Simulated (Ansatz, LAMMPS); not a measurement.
# Glassy 81SiO2-7Na2O-7CaO-4ZnO (mol %) (78 atoms): geometry optimisation, part 3 of 3

How does glassy 81SiO2-7Na2O-7CaO-4ZnO (mol %) (78 atoms) relax, and what do bonds, charges and levels look like afterwards?

Ansatz 0.2.0; Kohn-Sham DFT, r2SCAN, PAW (set soft_2), plane waves.

The cell: 22 Si, 4 Na, 2 Ca, 1 Zn and 49 O. The quench rate of 100 K/ps is orders of magnitude faster than experiment. The network of bonds at the start is that of the classical potential that made the cell. The Brillouin zone is sampled at Γ only, in a cell whose shortest periodic width is 10 Å.

So far, density (g/cm³): step 5 (local order after relaxation) 2.54.

## 6. Single point at the relaxed geometry

The electronic structure is read at the final geometry, in a run of its own.

Input file input.yaml:

```yaml
crystal:
  lattice:
    - [10.2339, 0.0, 0.0]
    - [0.0, 10.2339, 0.0]
    - [0.0, 0.0, 10.2339]
  atoms:
    - { symbol: Si, position: [0.78122, 0.21948, 0.9187] }
    - { symbol: Si, position: [0.01974, 0.01868, 0.87962] }
    - { symbol: Si, position: [0.21125, 0.22166, 0.80052] }
    - { symbol: Si, position: [0.74686, 0.62688, 0.60161] }
    - { symbol: Si, position: [0.77165, 0.55547, 0.31965] }
    - { symbol: Si, position: [0.39504, 0.40756, 0.07492] }
    - { symbol: Si, position: [0.65387, 0.0987, 0.56052] }
    - { symbol: Si, position: [0.34464, 0.89503, 0.46712] }
    - { symbol: Si, position: [0.82092, 0.34619, 0.66605] }
    - { symbol: Si, position: [0.16872, 0.83982, 0.05519] }
    - { symbol: Si, position: [0.46784, 0.51771, 0.32766] }
    - { symbol: Si, position: [0.95386, 0.82264, 0.6718] }
    - { symbol: Si, position: [0.1138, 0.37488, 0.55569] }
    - { symbol: Si, position: [0.77428, 0.02081, 0.28429] }
    - { symbol: Si, position: [0.40311, 0.79008, 0.2262] }
    - { symbol: Si, position: [0.13302, 0.67939, 0.49294] }
    - { symbol: Si, position: [0.86881, 0.29267, 0.19014] }
    - { symbol: Si, position: [0.55675, 0.84242, 0.67291] }
    - { symbol: Si, position: [0.61252, 0.91436, 0.04964] }
    - { symbol: Si, position: [0.95249, 0.76515, 0.24864] }
    - { symbol: Si, position: [0.48355, 0.15762, 0.9252] }
    - { symbol: Si, position: [0.10314, 0.39773, 0.0331] }
    - { symbol: Na, position: [0.31587, 0.9276, 0.80115] }
    - { symbol: Na, position: [0.86679, 0.682, 0.9614] }
    - { symbol: Na, position: [0.50485, 0.37756, 0.6456] }
    - { symbol: Na, position: [0.15105, 0.60763, 0.81507] }
    - { symbol: Ca, position: [0.36193, 0.23354, 0.40352] }
    - { symbol: Ca, position: [0.04365, 0.06832, 0.43955] }
    - { symbol: Zn, position: [0.43426, 0.69094, 0.94434] }
    - { symbol: O, position: [0.26694, 0.85768, 0.17882] }
    - { symbol: O, position: [0.15248, 0.2824, 0.93042] }
    - { symbol: O, position: [0.08058, 0.72914, 0.63525] }
    - { symbol: O, position: [0.42382, 0.45113, 0.45933] }
    - { symbol: O, position: [0.03209, 0.51477, 0.96516] }
    - { symbol: O, position: [0.81929, 0.60387, 0.46294] }
    - { symbol: O, position: [0.01505, 0.31993, 0.14298] }
    - { symbol: O, position: [0.20739, 0.33102, 0.68354] }
    - { symbol: O, position: [0.43043, 0.25813, 0.03131] }
    - { symbol: O, position: [0.11619, 0.98396, 0.00264] }
    - { symbol: O, position: [0.44659, 0.51005, 0.96923] }
    - { symbol: O, position: [0.86713, 0.15288, 0.26896] }
    - { symbol: O, position: [0.38329, 0.63784, 0.2623] }
    - { symbol: O, position: [0.25697, 0.02116, 0.44492] }
    - { symbol: O, position: [0.51998, 0.17398, 0.53945] }
    - { symbol: O, position: [0.62951, 0.19536, 0.87054] }
    - { symbol: O, position: [0.72168, 0.4742, 0.65035] }
    - { symbol: O, position: [0.88903, 0.10116, 0.91471] }
    - { symbol: O, position: [0.6499, 0.97331, 0.66319] }
    - { symbol: O, position: [0.46133, 0.3997, 0.21984] }
    - { symbol: O, position: [0.14951, 0.52377, 0.51344] }
    - { symbol: O, position: [0.84304, 0.70729, 0.69869] }
    - { symbol: O, position: [0.04174, 0.71875, 0.36979] }
    - { symbol: O, position: [0.24577, 0.76346, 0.94225] }
    - { symbol: O, position: [0.50568, 0.79396, 0.81047] }
    - { symbol: O, position: [0.88819, 0.90716, 0.28318] }
    - { symbol: O, position: [0.03611, 0.7732, 0.115] }
    - { symbol: O, position: [0.42258, 0.89678, 0.60368] }
    - { symbol: O, position: [0.1391, 0.2702, 0.44511] }
    - { symbol: O, position: [0.61732, 0.57201, 0.31873] }
    - { symbol: O, position: [0.50968, 0.79823, 0.10756] }
    - { symbol: O, position: [0.61635, 0.71521, 0.59174] }
    - { symbol: O, position: [0.72821, 0.8515, 0.97608] }
    - { symbol: O, position: [0.49869, 0.0114, 0.98084] }
    - { symbol: O, position: [0.77165, 0.27612, 0.0659] }
    - { symbol: O, position: [0.11664, 0.09412, 0.77208] }
    - { symbol: O, position: [0.93796, 0.93405, 0.56903] }
    - { symbol: O, position: [0.26719, 0.75556, 0.47115] }
    - { symbol: O, position: [0.96195, 0.37748, 0.60448] }
    - { symbol: O, position: [0.98454, 0.87659, 0.81924] }
    - { symbol: O, position: [0.4517, 0.8754, 0.34936] }
    - { symbol: O, position: [0.70964, 0.03474, 0.42511] }
    - { symbol: O, position: [0.84085, 0.65628, 0.21777] }
    - { symbol: O, position: [0.66356, 0.00431, 0.1751] }
    - { symbol: O, position: [0.76309, 0.21168, 0.60639] }
    - { symbol: O, position: [0.36341, 0.16422, 0.81372] }
    - { symbol: O, position: [0.83705, 0.33008, 0.82185] }
    - { symbol: O, position: [0.24114, 0.42816, 0.10704] }
    - { symbol: O, position: [0.81583, 0.40695, 0.28669] }
kpoints:
  mp_grid: { grid: [1, 1, 1] }
hamiltonian:
  xc: r2scan
scf:
  occupations: { method: gaussian, width: 0.025 }
output:
  forces: true
  stress: true
  populations: true
  dos:
    method: { smearing: { sigma: 0.15 } }
    de: 0.1
    projected: { site_lists: { Ca: [Ca], Na: [Na], O: [O], Si: [Si], Zn: [Zn] } }
  eigenvalues: true
  write_density: true
  write_potential: true
  volumetric_format: npy
```

The run is started by

```
$ ansatz run input.yaml --threads 4 --pin off --max-ram 8192MiB --backend cpu --events-out ev --progress --plain --runs-dir out
```

Numbers of over 12 decimals in the logs are rounded to 6 here.

Log:

```text
[...]
Crystal: 78 atoms, lattice volume = 1071.824 Å³
Basis set: ecut = 500 eV, 27201 PW (Γ), exchange–correlation on 300×300×300 points (64 copies of the dense FFT grid, shifted against one another)
Bands: 303, of which v1, the nominal top of the filled ones, is band 225 counted from 1 (224 counted from 0)
Symmetry: 1 space group operations
[...]
k-points: 1
[...]
SCF iter   1: F=—  HF=-54936.393517 eV  |F-HF|=—  |Δ(HF+E_count)|=         —  Δρ=8.22e-3  dr2=6.86e-1  dr2_τ=5.96e0  ethr=1.77e-3  ⟨swp⟩=7.0  Hψ=1537  notcnv=0  defer=38
[...]
SCF iter  10: F=-54938.393429 eV  HF=-54938.393429 eV  |F-HF|=7.71e-9  |Δ(HF+E_count)|=   9.38e-8  Δρ=2.30e-6  dr2=4.84e-8  dr2_τ=6.57e-9  ethr=2.22e-11  ⟨swp⟩=20.0  Hψ=2712  notcnv=0
SCF 1 converged in 10 iterations: F = -54938.393429 eV  dr2 = 4.84e-8
[...]
SCF converged after 10 iterations
Free energy (F): -54938.393429 eV
[...]
Internal energy: -54938.393429 eV  (E = F + TS)
E sigma→0 (E₀):  -54938.393429 eV
Fermi energy:    5.462487 eV
[...]
--- Forces (eV/Å), atoms counted from 1 ---
  atom   1  Si    -0.00395889    -0.00508438     0.00821991
  atom   2  Si    -0.01265492     0.00254040    -0.01034091
  atom   3  Si     0.00829862     0.01123956    -0.01131681
  atom   4  Si    -0.01194137    -0.01934074     0.01517793
  atom   5  Si     0.00383021    -0.01926109    -0.02806945
  atom   6  Si     0.03839104     0.03128199    -0.03218114
  atom   7  Si    -0.00597680     0.00054300    -0.00453384
  atom   8  Si     0.01824338    -0.01505761     0.00912843
  atom   9  Si    -0.01611656    -0.00727767    -0.01354538
  atom  10  Si     0.00241206     0.00040961     0.01135556
  atom  11  Si    -0.00446445    -0.03177423     0.00566326
  atom  12  Si    -0.02823303    -0.00977798    -0.00829884
  atom  13  Si    -0.00253083     0.01114318    -0.01672416
  atom  14  Si     0.03951912     0.03619900     0.00715158
[...]
atom  77  O     -0.03675234    -0.01641597     0.02522357
  atom  78  O     -0.01664136     0.01615110     0.00753932
  max |Σ_I F_I| component: 1.86e-4 eV/Å
--- Stress (GPa, compression-positive) ---
       -2.202997       1.573712       0.054226
        1.573711      -3.699620       1.647922
        0.054227       1.647918       0.857270
  P = ⅓ Tr σ = -1.6818 GPa (-16.818 kbar)
--- Band table (eV) ---
[...]
--- Löwdin populations: 78 sites ---
  site symbol       q [e]
     0     Si      2.1489
     1     Si      2.1616
     2     Si      2.1961
[...]
77      O      6.8229
  spilling = 0.012315 (of n_electrons = 450.000000)
```

Elapsed: 33 s, on 4 threads of Arm Neoverse V2, shared host; peak memory 2.6 GiB; 2.1 min of CPU time.

Numbers from this run:

```yaml
free_energy: -54938.3934 eV
free_energy_per_atom: -704.3384 eV/atom
scf_cycles: 10
pressure: -1.682 GPa
r_m_s_force_component: 0.01423 eV/Å
longest_force: 0.05906 eV/Å
fermi_energy: 5.462 eV
spacing_of_highest_filled_and_lowest_empty_level: 3.904 eV
spilling_of_the_projection: 0.01231
```

Löwdin charges by element (they lack the spilled electrons, 0.071 e an atom on average):

```csv
element,coordination,atoms,mean charge (e),spread,least,most
Ca,all,2,1.81,3.0e-4,1.81,1.81
Na,all,4,0.822,0.0034,0.819,0.826
O,all,49,-0.870,0.0747,-1.05,-0.802
Si,all,22,1.81,0.0366,1.73,1.86
Zn,all,1,1.54,0,1.54,1.54
```

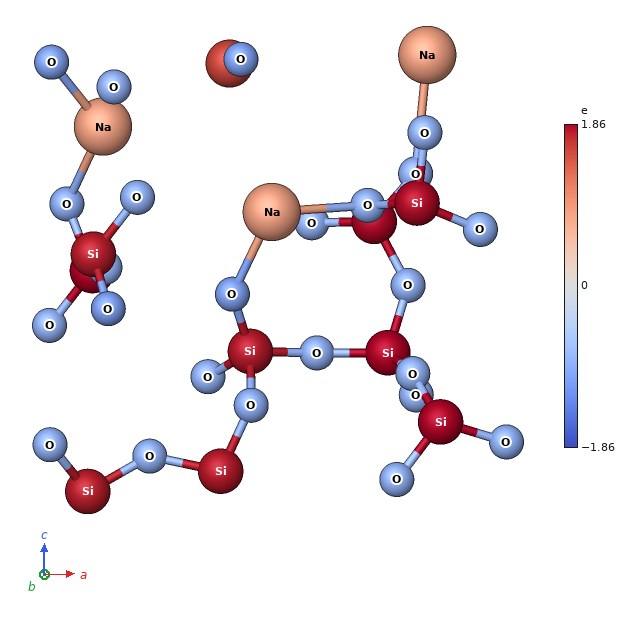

Atoms coloured by Löwdin charge. Drawn is a slice 5 Å thick, seen along the normal of the ac plane. Bonds to atoms that aren't drawn are left out.

States in the cell by windows of 1 eV, zero at the Fermi level; the larger projections on atomic orbitals stand beside the total:

```csv
from (eV),to (eV),total,O p,Si p
-18,-13,0.0,0.0,0.0
-13,-12,8.1,5.4,0.3
-12,-11,11.5,8.0,0.7
-11,-10,15.7,11.3,1.8
-10,-9,21.7,16.6,3.9
-9,-8,23.8,17.9,4.0
-8,-7,23.3,15.9,2.0
-7,-6,50.2,41.3,3.0
-6,-5,53.8,48.6,1.8
-5,-4,53.0,49.7,1.0
-4,-3,32.1,30.0,0.6
-3,-2,9.8,9.2,0.3
-2,-1,1.1,1.0,0.0
-1,1,0.0,0.0,0.0
1,2,1.6,0.0,0.0
2,3,0.4,0.0,0.0
3,4,9.0,0.7,1.4
4,5,19.6,1.1,3.4
```

Between -26 and -18 eV lie 134 more states.

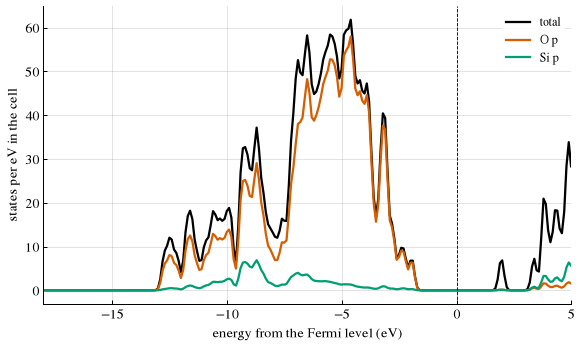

Total and projected density of states, with the broadening of the input.

The levels nearest the highest filled one (over half full), pooled over k-points and spins:

```csv
level less the highest filled one (eV),occupation
-1.09,2
-0.869,2
-0.800,2
-0.512,2
-0.318,2
0,2
3.90,0
5.33,0
5.72,0
5.76,0
5.81,0
5.98,0
```

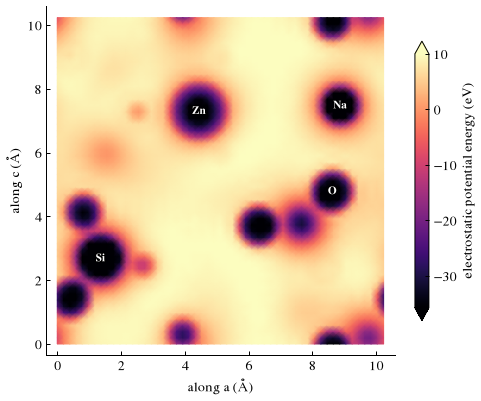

Electrostatic potential energy in the ac plane at fractional y = 0.691, with atoms of Si and Na and Zn and O within 0.2 Å of it. With pseudopotentials it is smooth inside the atoms' cores, unlike the true potential. The map starts off the cell's origin, so that atoms lie inside it.

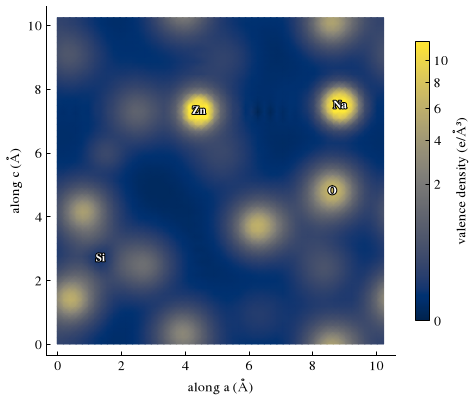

Valence density in the ac plane at fractional y = 0.691, with atoms of Si and Na and Zn and O within 0.2 Å of it. It is the smooth field of the valence electrons, not physical close to the nuclei. The map starts off the cell's origin, so that atoms lie inside it. The colour scale is stretched toward low values.

Mean Löwdin charges: Ca +1.81, Na +0.82, O -0.87, Si +1.81, Zn +1.54 e (they miss 1.2 % of the electrons, so they add up to more than the cell's charge).

Local excerpt of 8 atoms (numbers count through the whole input) about Zn29, the only Zn atom; x, y, z are measured from there.

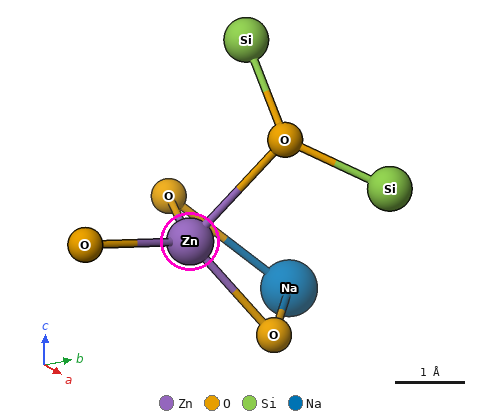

The atoms of the table, within 3.1 Å (arrows a, b, c point along x, y, z); some may hide others; the central atom is ringed.

```csv
atom,x,y,z,distance (Å),bonds,Löwdin charge (e)
Zn29,0.00,0.00,0.00,0.00,4,1.54
O40,0.13,-1.85,0.25,1.87,2,-1.01
O54,0.73,1.05,-1.37,1.88,3,-1.02
O53,-1.93,0.74,-0.02,2.07,4,-1.03
O60,0.77,1.10,1.67,2.14,3,-0.86
Si15,-0.32,1.01,2.88,3.07,4,1.82
Na23,-1.21,2.42,-1.47,3.08,5,0.83
Si19,1.82,2.29,1.08,3.12,4,1.73
```

The column of bonds counts only the pairs O-Si within 2.08 Å, O-Na within 2.71 Å, O-Ca within 2.83 Å, O-Zn within 2.20 Å; other neighbours, such as metal atoms beside each other in a compound, aren't counted, and periodic images can show an atom twice.

## 7. Results

* energy change in the relaxation: -79.2 meV/atom
* r.m.s. displacement: 0.254 Å
* largest displacement: 0.625 Å
* free energy per atom: -704.3384 eV/atom
* pressure: -1.682 GPa
* r.m.s. force component: 0.01423 eV/Å
* gap (highest filled to lowest empty level): 3.904 eV
* wall time of the 3 DFT runs: 5.5 min

What this shows: Relaxation lowers the energy by 79.2 meV/atom and moves atoms by 0.25 Å r.m.s.; the r.m.s. force component goes from 1.5 to 0.014 eV/Å, the pressure goes from 1.0 to -1.7 GPa, and the gap from 3.36 to 3.90 eV. From the first step to the last the energy fell by 6.178 eV, and the largest move was 0.63 Å (O31, with 1 other atom within 2 % of it). The O-Zn bonds change most in mean length: from 1.971 Å (spread 0.034) to 1.990 Å (spread 0.118), and their number from 3 to 4. Counting bonds to Si alone, not to Zn, 80 % of the oxygens join two of these atoms and 20 % one. The highest filled and lowest empty levels differ by 3.90 eV (at Γ alone); a semilocal functional tends to put such gaps too low. In a disordered cell it changes from sample to sample, and tail or defect levels can set it.

**Limits.** The starting topology of bonds comes from the classical model; in DFT atoms moved by 0.25 Å r.m.s. The stress is far from hydrostatic: its diagonal is -2.2, -3.7, 0.9 GPa, compression counted positive. The pressure of -1.7 GPa says that the cell would shrink at this level of theory.

[Logs are printed without paths, hosts, clocks, repeated set-up lines and the standing remarks that a program may print on its own settings, such as how far it seeks lower states.]

[Hosts, paths, dates, database ids (printed as entryN), source tags and the programs' standing remarks are cut or masked in the printed files.]
